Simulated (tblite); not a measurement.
## Saddle-point search of B$_{5}$H$_{8}$F

System: B$_{5}$H$_{8}$F (nido-B5H9 (F for H, site b on B)).
Method: GFN2-xTB saddle search (eigenvector following) and harmonic vibrations, gas phase (tblite 0.8.0).

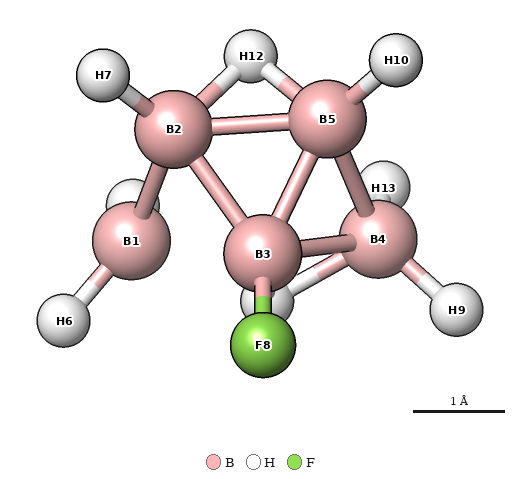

Fig. 1: The structure as given in the input (ball-and-stick view, seen at a tilt; atoms are numbered from 1 in the order of the input).

### Key numbers

| quantity | value |
| --- | --- |
| outcome | converged |
| total energy | −406.5204 eV |
| point group | C1 |
| hardware | 1 CPU thread, shared host |
| wall time | 1.8 s |
| peak memory | 0.18 GiB |

### Input file
```
{"job": {"xc": "GFN2-xTB", "basis": "xTB", "kind": "saddle"}, "charge": 0, "multiplicity": 1}
B     -1.084831     1.024571     0.425194
B      0.403481     0.536699     1.169038
B     -0.337054    -0.750870     0.346806
B      0.158783    -0.622113    -1.364044
B      1.274342    -0.467602     0.101572
H     -2.163268     0.957965     0.891391
H      0.685848     0.850699     2.259565
F     -1.068256    -1.788247     0.788523
H     -0.109544    -1.593506    -1.975555
H      2.291819    -1.037807     0.161528
H     -0.931816     1.928413    -0.314838
H      1.381337     0.813623     0.291764
H      0.506544     0.280678    -2.037552
H     -1.007387    -0.132503    -0.743391
```

The first line tells a small driver script what to run in tblite; the rest is the geometry in Å.

Launched with:
```bash
OMP_NUM_THREADS=1 python <driver script> task.json out
```

### The program's output
```
step      E/eV     max force
  0    -406.51986   0.0391
  1    -406.52036   0.0110
  2    -406.52039   0.0037
lowest wavenumbers (cm-1): -209.6 145.3 237.2 282.6 324.9 363.9
```

### Trajectory as extended XYZ (Å, eV, eV/Å), 3 frames, from step=0 to step=2
```
14
Properties=species:S:1:pos:R:3:forces:R:3 step=0 energy=-406.51986
B    -1.0848    1.0246    0.4252    0.0020   0.0000  -0.0020
B     0.4035    0.5367    1.1690    0.0000   0.0030   0.0020
B    -0.3371   -0.7509    0.3468    0.0030   0.0010  -0.0020
B     0.1588   -0.6221   -1.3640    0.0010   0.0040   0.0010
B     1.2743   -0.4676    0.1016    0.0030   0.0030   0.0030
H    -2.1633    0.9580    0.8914   -0.0120  -0.0150  -0.0340
H     0.6858    0.8507    2.2596    0.0100  -0.0020   0.0010
F    -1.0683   -1.7882    0.7885    0.0110  -0.0050  -0.0020
H    -0.1095   -1.5935   -1.9756   -0.0210   0.0080   0.0030
H     2.2918   -1.0378    0.1615   -0.0020  -0.0070   0.0150
H    -0.9318    1.9284   -0.3148    0.0060   0.0030   0.0010
H     1.3813    0.8136    0.2918    0.0070  -0.0010  -0.0050
H     0.5065    0.2807   -2.0376   -0.0140   0.0070  -0.0020
H    -1.0074   -0.1325   -0.7434    0.0060   0.0010   0.0230
14
Properties=species:S:1:pos:R:3:forces:R:3 step=1 energy=-406.52036
B    -1.0829    1.0402    0.4362   -0.0030   0.0070  -0.0030
B     0.3991    0.5411    1.1671    0.0010   0.0020   0.0060
B    -0.3401   -0.7502    0.3348    0.0030  -0.0080   0.0070
B     0.1636   -0.6240   -1.3687    0.0010   0.0020  -0.0030
B     1.2746   -0.4644    0.1036    0.0030  -0.0030   0.0000
H    -2.1663    0.9640    0.8888    0.0020   0.0000  -0.0010
H     0.6955    0.8408    2.2584   -0.0010  -0.0010  -0.0040
F    -1.0594   -1.7930    0.7857    0.0020   0.0000   0.0000
H    -0.1071   -1.5929   -1.9825    0.0000   0.0000   0.0000
H     2.2864   -1.0430    0.1838   -0.0040   0.0030   0.0000
H    -0.9368    1.9314   -0.3207    0.0000  -0.0020   0.0030
H     1.3849    0.8135    0.2852    0.0010   0.0000  -0.0010
H     0.4938    0.2868   -2.0401   -0.0010  -0.0020   0.0020
H    -1.0052   -0.1502   -0.7314   -0.0050   0.0030  -0.0070
14
Properties=species:S:1:pos:R:3:forces:R:3 step=2 energy=-406.52039
B    -1.0825    1.0433    0.4381   -0.0020   0.0030  -0.0010
B     0.3973    0.5420    1.1671    0.0010   0.0000   0.0020
B    -0.3377   -0.7529    0.3341    0.0000  -0.0010  -0.0010
B     0.1597   -0.6241   -1.3687   -0.0010  -0.0020   0.0000
B     1.2753   -0.4637    0.1052    0.0000   0.0000   0.0000
H    -2.1658    0.9650    0.8901    0.0000   0.0000   0.0000
H     0.6955    0.8404    2.2582    0.0000   0.0000  -0.0010
F    -1.0575   -1.7947    0.7858    0.0000   0.0000   0.0000
H    -0.1090   -1.5928   -1.9839    0.0000   0.0000   0.0000
H     2.2867   -1.0426    0.1850    0.0000   0.0000   0.0000
H    -0.9381    1.9326   -0.3212    0.0000  -0.0010   0.0010
H     1.3854    0.8131    0.2846    0.0000   0.0000   0.0000
H     0.4961    0.2855   -2.0383    0.0000   0.0010  -0.0010
H    -1.0055   -0.1512   -0.7361    0.0010  -0.0010   0.0010
```

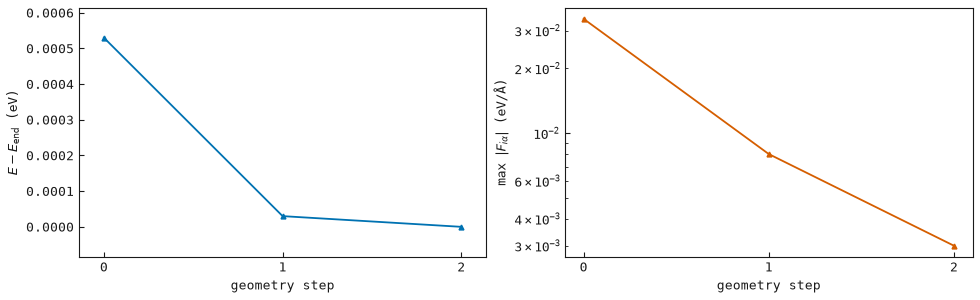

Fig. 2: Progress of the saddle-point search, step by step (steps are counted from 0).

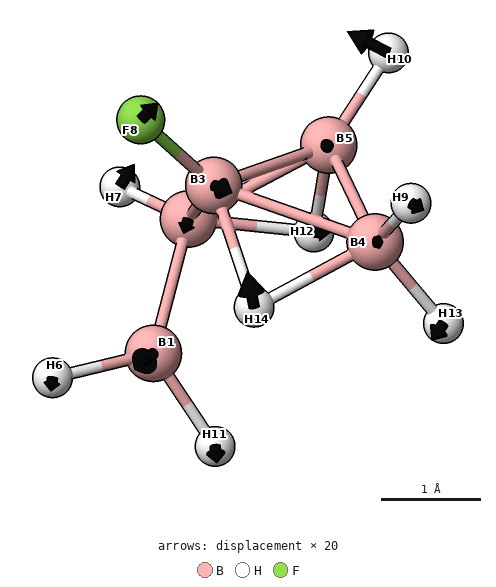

Fig. 3: The starting structure with the displacements as black arrows, magnified 20 times (ball-and-stick view, seen at a tilt). The two geometries are laid on each other by the best rigid fit. After 2 geometry steps the energy has fallen by 0.001 eV. The largest force component goes from 0.034 to 0.003 eV/Å. The largest move after the best rigid fit is that of H10, 0.025 Å. Largest moves by element: H 0.025 Å, B 0.023 Å, F 0.013 Å. Among the contacts that change: B3–H14 1.421 → 1.398 Å, B2–H12 1.342 → 1.352 Å, B1–B2 1.734 → 1.724 Å, B2–B3 1.698 → 1.706 Å. (Atoms are counted from 1 in the order of the input.)
